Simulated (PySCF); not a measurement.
C5H5BF2 (SMILES FBC1=CCC(F)=C1)

Input file:

```
{"job": {"kind": "nmr", "xc": "PBE0", "basis": "pcSseg-1", "pop": false}, "charge": 0, "multiplicity": 1}
F      2.898940     0.531541    -1.166189
B      2.304863     0.189288    -0.045316
C      0.749747     0.029705    -0.012922
C     -0.001204    -1.070476    -0.218779
C     -1.456140    -0.760324    -0.088915
C     -1.408450     0.694163     0.225709
F     -2.529140     1.399838     0.429665
C     -0.151722     1.147207     0.270238
H      3.003777     0.039201     0.888922
H      0.361417    -2.054506    -0.451056
H     -1.935011    -1.335798     0.705945
H     -2.006830    -0.960778    -1.010284
H      0.169753     2.150939     0.472980
```

Launched as:

```sh
OMP_NUM_THREADS=1 python ens_run.py task.json out
```

Geometry: GFN2-xTB.

Computed with PySCF, PBE0/pcSseg-1, SCF density, gas phase, non-relativistic.

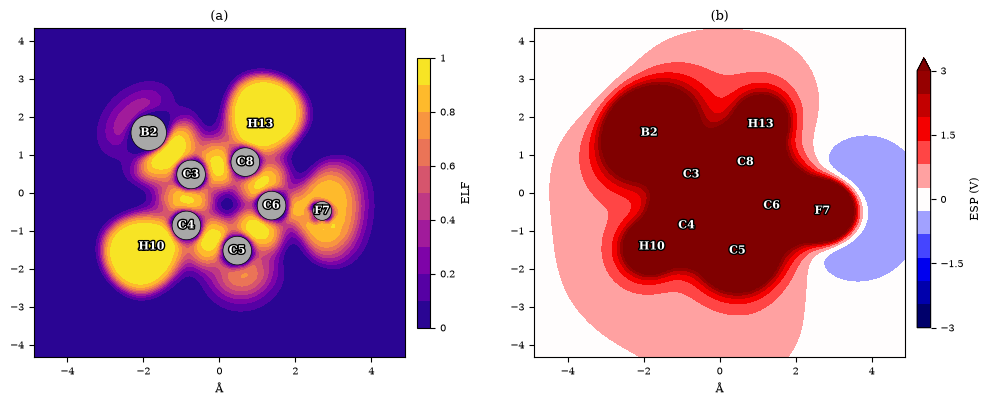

Figure 1. (a) ELF; (b) molecular electrostatic potential on the plane of atoms C3, C4 and H10. Grey discs cover the atomic cores in the ELF map.

Q: What does the map show?

A: The section cuts through B, C, F and H sites.
C–C (1.34 Å): the ELF peaks at about 0.95 between the atoms: a multiple bond.
C–F (1.34 Å): the ELF peaks at about 0.85 between the atoms (a shared but strongly polarised pair).
C–B (1.56 Å): the ELF peaks at about 1 between the atoms (localised, covalent bonding).
C–H (1.07 Å): the ELF climbs to about 1 towards the hydrogen, as it does in any bond to H; an ordinary covalent bond to hydrogen.
C–C (1.46 Å): the ELF peaks at about 0.95 between the atoms (localised, covalent bonding).
The ELF also peaks beside F7, away from the bonds: lone-pair regions.
Outside the dense part of the molecule the potential is most negative (−0.8 V) near F7.

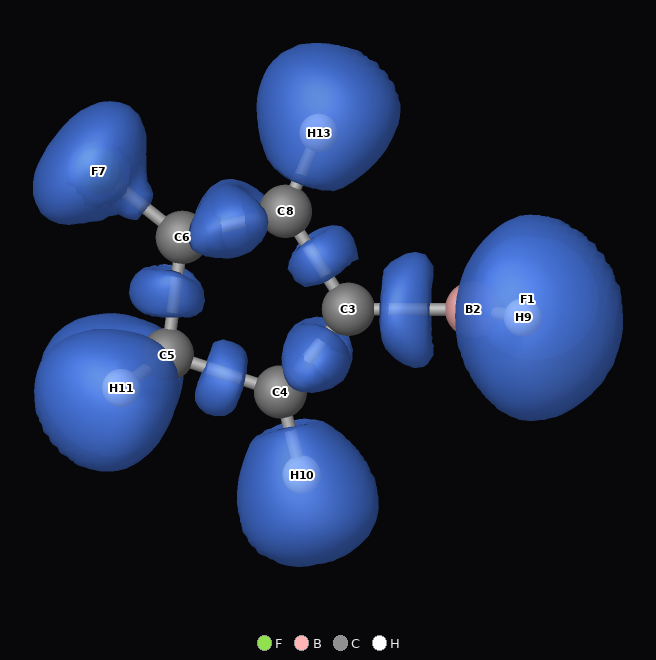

Figure 2. Isosurface of the electron localisation function at 0.75 (blue), seen across its widest extent. Only the valence region is drawn (cores and ρ < 0.01 e/Å³ removed).

Q: What do the ELF domains correspond to?

A: The surface consists of one region between bonded B–C atoms (shared pairs), five regions between bonded C–C atoms (shared pairs), five regions around hydrogen nuclei and two regions on F in which the atom's valence shell and bonds are merged.


B–F (1.31 Å): the ELF peaks at about 0.85 between the atoms: a polar covalent bond.

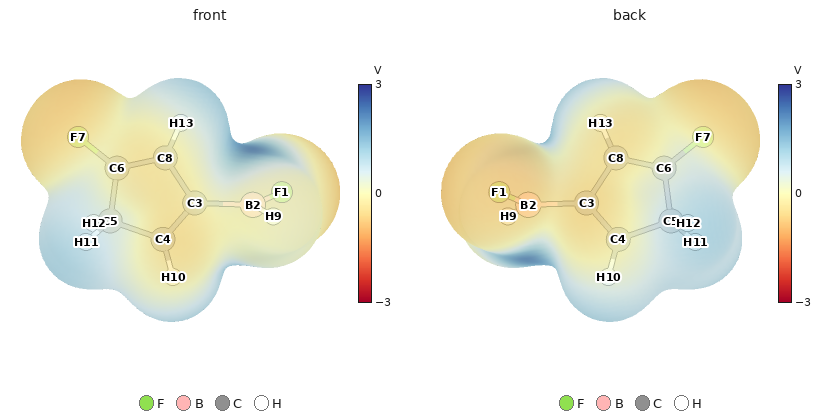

Figure 3. The molecular electrostatic potential painted on the density surface at 0.002 e/bohr³, seen from the front and from behind; the colour scale runs from red (negative) to blue (positive).

Q: Describe the electrostatic potential map.

A: The most negative region (about −0.8 V) lies over F1, the most positive (about +2.1 V) over B2.
